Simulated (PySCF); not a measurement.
C3H5FN2Si

The calculation's input:

```
{"job": {"kind": "nmr", "xc": "PBE0", "basis": "pcSseg-1"}, "charge": 0, "multiplicity": 1}
N      3.729270     1.263785    -0.216665
C      2.677097     0.813082    -0.294621
C      1.385296     0.267980    -0.401747
C      0.474392     0.274591     0.576554
F      0.796677     0.826582     1.764046
Si    -1.276480    -0.459330     0.505904
N     -1.611621    -0.562451    -1.177687
H      1.125497    -0.180097    -1.348792
H     -1.258326    -1.832183     1.002730
H     -2.115478     0.417423     1.329027
H     -1.504806     0.253654    -1.760138
H     -2.420319    -1.083722    -1.475086
```

Run with:

```sh
OMP_NUM_THREADS=1 python probes_run.py task.json out
```

Geometry: GFN2-xTB.

Level of theory: PySCF 2.14.0, PBE0/pcSseg-1, SCF density, gas phase, non-relativistic.

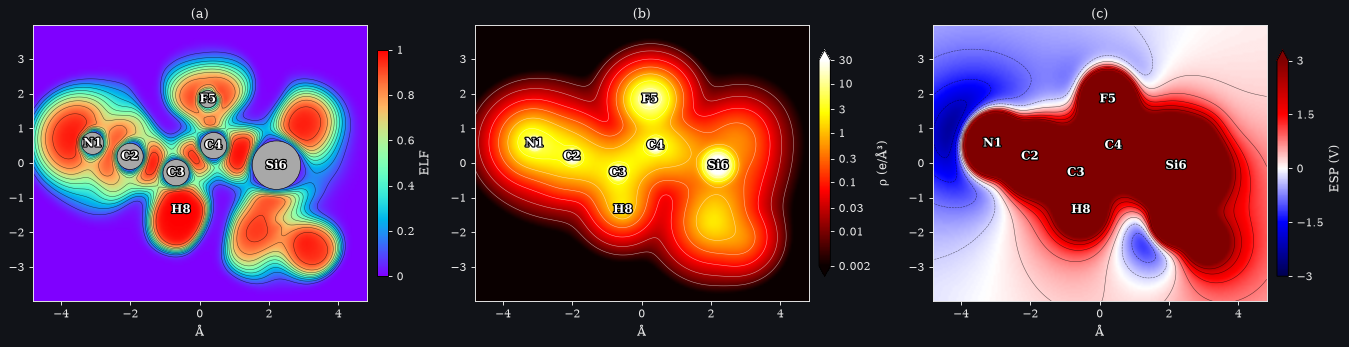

Figure 1. (a) electron localisation function; (b) electron density; (c) molecular electrostatic potential on the plane of atoms C2, C3 and H8. Grey discs cover the atomic cores in the ELF map.

Read the bonding off the picture.

- The section cuts through N, C, F, Si and H sites.
- C–N (1.15 Å): ρ at the midpoint is about 3.5 e/Å³; the ELF peaks at about 0.85 between the atoms; a short, multiple covalent bond.
- C–C (1.34 Å): ρ is about 2.3 e/Å³ halfway; the ELF peaks at about 0.95 between the atoms (a short, multiple covalent bond).
- C–F (1.35 Å): the density is about 2.2 e/Å³ at the midpoint, with its minimum of 1.7 e/Å³ about 0.5 Å from C; the ELF peaks at about 0.85 between the atoms; a shared but strongly polarised pair.
- C–Si (1.90 Å): the density is about 0.94 e/Å³ at the midpoint; the ELF peaks at about 1 between the atoms: localised, covalent bonding.
- C–C (1.41 Å): the density is about 1.9 e/Å³ at the midpoint; the ELF peaks at about 0.95 between the atoms: localised, covalent bonding.
- The ELF also peaks beside N7, N1 and F5, away from the bonds: lone-pair regions.
- Outside the dense part of the molecule the potential is most negative (−2.3 V) near N1.

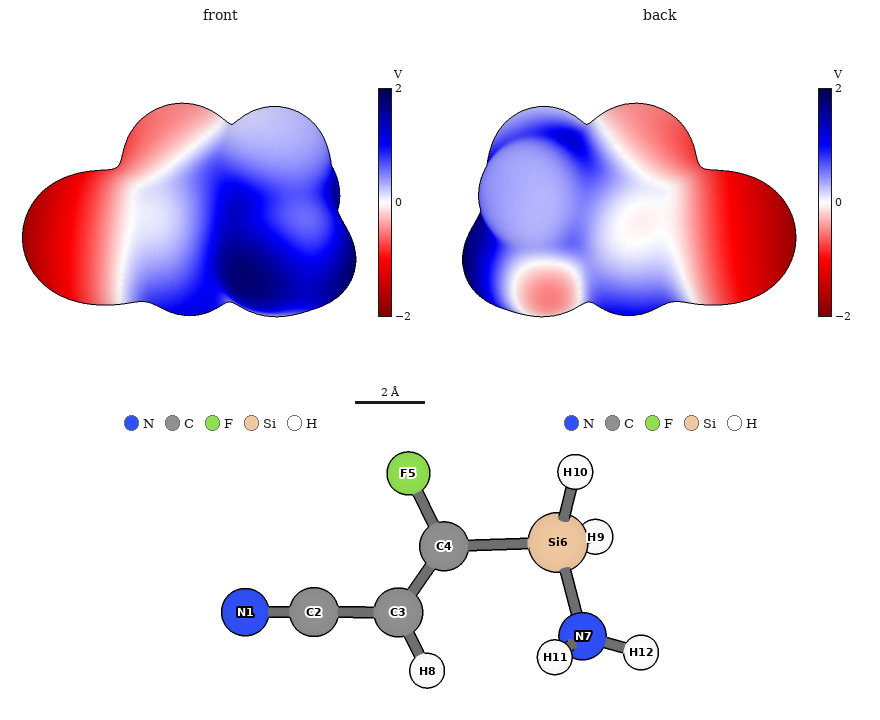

Figure 2. The molecular electrostatic potential painted on the density surface at 0.001 e/bohr³, seen from the front and from behind; the colour scale runs from red (negative) to blue (positive). The bare structure is drawn below in the same view.

Which sites attract a positive test charge, and which a negative one?

A positive charge is drawn to the negative regions and a negative charge to the positive ones. The most negative region (about −1.7 V, or −39 kcal/mol for a unit charge) lies over N1, the most positive (about +1.8 V, or +42 kcal/mol for a unit charge) over H11 and H12. N1 is the likeliest acceptor of a hydrogen bond.
